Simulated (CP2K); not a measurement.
**C2H8FNSi (SMILES FCNC[SiH3]): GFN2-xTB**

What is the vertical ionisation energy of C2H8FNSi at GFN2-xTB? 

The calculation is run with CP2K 2026.2.

4 further runs of the same task are left out: 1 that didn't finish, 3 set aside as unsound or not needed.

## Step 1: The system as given

The species is C2H8FNSi (13 atoms), meant as a singlet with charge 0. As SMILES, `FCNC[SiH3]`. Geometry: a rough force-field guess. This is one conformer, not always the lowest.

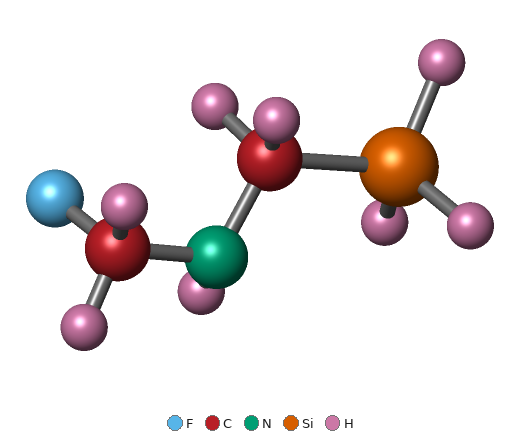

Viewed from a chosen angle; fluorine blue, carbon red, nitrogen teal, silicon orange, hydrogen pink.

## Step 2: The energy at GFN2-xTB

The input, molecule.pdb:

```
HETATM    1 F    MOL A   1      -1.321   1.580   1.395  1.00  0.00           F
HETATM    2 C    MOL A   1      -0.022   1.535   1.304  1.00  0.00           C
HETATM    3 N    MOL A   1       0.282   0.213   0.802  1.00  0.00           N
HETATM    4 C    MOL A   1      -0.090   0.048  -0.570  1.00  0.00           C
HETATM    5 Si   MOL A   1       0.298  -1.658  -1.261  1.00  0.00          SI
HETATM    6 H    MOL A   1       0.356   2.351   0.655  1.00  0.00           H
HETATM    7 H    MOL A   1       0.415   1.687   2.314  1.00  0.00           H
HETATM    8 H    MOL A   1      -0.139  -0.430   1.414  1.00  0.00           H
HETATM    9 H    MOL A   1       0.287   0.816  -1.174  1.00  0.00           H
HETATM   10 H    MOL A   1      -1.251   0.151  -0.586  1.00  0.00           H
HETATM   11 H    MOL A   1      -0.265  -1.818  -2.592  1.00  0.00           H
HETATM   12 H    MOL A   1      -0.253  -2.712  -0.361  1.00  0.00           H
HETATM   13 H    MOL A   1       1.723  -1.798  -1.325  1.00  0.00           H
END
```

The input, calc.inp:

```
&GLOBAL
    PROJECT_NAME calc
    RUN_TYPE ENERGY
    PRINT_LEVEL MEDIUM
&END GLOBAL

&FORCE_EVAL
    METHOD QUICKSTEP
    &DFT
        CHARGE 0
        MULTIPLICITY 1
        ! Quickstep
        &QS
            METHOD XTB
            EPS_DEFAULT 1.0E-10
            &XTB
                GFN_TYPE TBLITE
                &TBLITE
                    METHOD GFN2
                &END TBLITE
                CHECK_ATOMIC_CHARGES F
            &END XTB
        &END QS
        ! isolated system
        &POISSON
            PERIODIC NONE
            POISSON_SOLVER ANALYTIC
        &END POISSON
        &SCF
            SCF_GUESS ATOMIC
            EPS_SCF 1.0E-07
            MAX_SCF 150
            ADDED_MOS 4
            &DIAGONALIZATION
                ALGORITHM STANDARD
            &END DIAGONALIZATION
            &MIXING
                METHOD DIRECT_P_MIXING
                ALPHA 0.4
            &END MIXING
            &SMEAR ON
                METHOD FERMI_DIRAC
                ELECTRONIC_TEMPERATURE [K] 300
            &END SMEAR
        &END SCF
        ! extra output
        &PRINT
            &MOMENTS
                PERIODIC F
                REFERENCE COM
                MAX_MOMENT 1
            &END MOMENTS
            &MO ON
                ENERGIES T
                OCCUPATION_NUMBERS T
                NDIGITS 6
                &EACH
                    QS_SCF 0
                &END EACH
                ADD_LAST NUMERIC
            &END MO
            &HIRSHFELD OFF
            &END HIRSHFELD
        &END PRINT
    &END DFT
    &SUBSYS
        ! box in angstrom
        &CELL
            ABC [angstrom] 11 13.1 12.9
            PERIODIC NONE
        &END CELL
        &TOPOLOGY
            COORD_FILE_NAME molecule.pdb
            COORD_FILE_FORMAT PDB
            CONN_FILE_FORMAT OFF
            &CENTER_COORDINATES
            &END CENTER_COORDINATES
        &END TOPOLOGY
    &END SUBSYS
&END FORCE_EVAL
```

Started as:

```
OMP_NUM_THREADS=1 cp2k.psmp calc.inp > calc.out
```

What it wrote:

```text
CP2K| version string:                                       CP2K version 2026.2
[...]
 GLOBAL| Method name                                                        CP2K
[...]
 GLOBAL| Run type                                                         ENERGY
[...]
                             - Atoms:                                         13
[...]
                             - Spherical basis functions:                     33
[...]
 Number of electrons:                                                         32
[...]
  *** SCF run converged in    19 steps ***
[...]
  Fermi energy:                                                -0.21453191697792
[...]
 TB_DIPOLE| Moment [Debye]          1.48768828      -0.98595440      -0.70403415
 TB_DIPOLE| Derivative [a.u.]       0.00000000       0.00000000       0.00000000
[...]
 ENERGY| Total FORCE_EVAL ( QS ) energy [hartree]            -17.716281697961744
[...]
```

Run time: 0.48 s. Hardware: 1 thread of Arm Neoverse N1, shared host; peak memory 0.14 GiB.

## Step 3: The doublet cation

molecule.pdb is that of step 2.

The input, molecule.inp:

```
&FORCE_EVAL
    METHOD Quickstep
    &DFT
        CHARGE 1
        MULTIPLICITY 2
        UNRESTRICTED_KOHN_SHAM T
        &QS
            METHOD XTB
            EPS_DEFAULT 1.0E-10
            &XTB
                GFN_TYPE TBLITE
                &TBLITE
                    METHOD GFN2
                &END TBLITE
                CHECK_ATOMIC_CHARGES F
            &END XTB
        &END QS
        # isolated system
        &POISSON
            PERIODIC NONE
            POISSON_SOLVER ANALYTIC
        &END POISSON
        &SCF
            SCF_GUESS ATOMIC
            EPS_SCF 1.0E-07
            MAX_SCF 150
            ADDED_MOS 4
            &DIAGONALIZATION
                ALGORITHM STANDARD
            &END DIAGONALIZATION
            &MIXING
                METHOD DIRECT_P_MIXING
                ALPHA 0.4
            &END MIXING
            &SMEAR ON
                METHOD FERMI_DIRAC
                ELECTRONIC_TEMPERATURE [K] 300
            &END SMEAR
        &END SCF
        # extra output
        &PRINT
            &MOMENTS
                PERIODIC F
                REFERENCE COM
                MAX_MOMENT 1
            &END MOMENTS
            &MO ON
                ENERGIES T
                OCCUPATION_NUMBERS T
                NDIGITS 6
                &EACH
                    QS_SCF 0
                &END EACH
                ADD_LAST NUMERIC
            &END MO
            &HIRSHFELD OFF
            &END HIRSHFELD
        &END PRINT
    &END DFT
    # atoms, cell and kinds
    &SUBSYS
        &CELL
            ABC 11 13.1 12.9
            PERIODIC NONE
        &END CELL
        &TOPOLOGY
            COORD_FILE_NAME molecule.pdb
            COORD_FILE_FORMAT PDB
            CONN_FILE_FORMAT OFF
            &CENTER_COORDINATES
            &END CENTER_COORDINATES
        &END TOPOLOGY
    &END SUBSYS
&END FORCE_EVAL

&GLOBAL
    PROJECT molecule
    RUN_TYPE ENERGY
    PRINT_LEVEL MEDIUM
&END GLOBAL
```

Started as:

```
OMP_NUM_THREADS=1 cp2k.psmp -i molecule.inp -o molecule.out
```

What it wrote:

```text
CP2K| version string:                                       CP2K version 2026.2
[...]
 GLOBAL| Method name                                                        CP2K
[...]
 GLOBAL| Run type                                                         ENERGY
[...]
                             - Atoms:                                         13
[...]
                             - Spherical basis functions:                     33
[...]
 Number of electrons:                                                         16
[...]
  *** SCF run converged in    23 steps ***
[...]
  Fermi energy:                                                -0.60663700151783
[...]
 TB_DIPOLE| Moment [Debye]          2.22311992      -2.30745678      -1.91174705
 TB_DIPOLE| Derivative [a.u.]       0.00000000       0.00000000       0.00000000
[...]
 ENERGY| Total FORCE_EVAL ( QS ) energy [hartree]            -17.227939937009634
[...]
```

It took 0.57 s on 1 thread of Arm Neoverse N1, shared host; peak memory 0.14 GiB.

## Step 4: What came out

At GFN2-xTB:

| quantity | value |
| --- | --- |
| singlet C2H8FNSi: total energy | -17.71628 Eh |
| singlet C2H8FNSi: dipole moment (from atomic charges alone) | 1.92 D |
| singlet C2H8FNSi: HOMO energy | -9.96 eV |
| singlet C2H8FNSi: LUMO energy | -4.96 eV |
| singlet C2H8FNSi: HOMO–LUMO gap | 5.00 eV |
| doublet cation: total energy | -17.22794 Eh |
| doublet cation: HOMO energy (highest over α and β) | -16.63 eV |
| doublet cation: LUMO energy (lowest over α and β) | -16.39 eV |
| vertical ionisation energy (to the doublet cation) | 13.288 eV |

Removing an electron at fixed nuclei costs 13.29 eV (1282 kJ/mol). No empirical shift is applied, and without it xTB methods put this difference several eV too high. The dipole (singlet C2H8FNSi) comes from point charges on the atoms alone, without atomic dipoles, so it is partial.
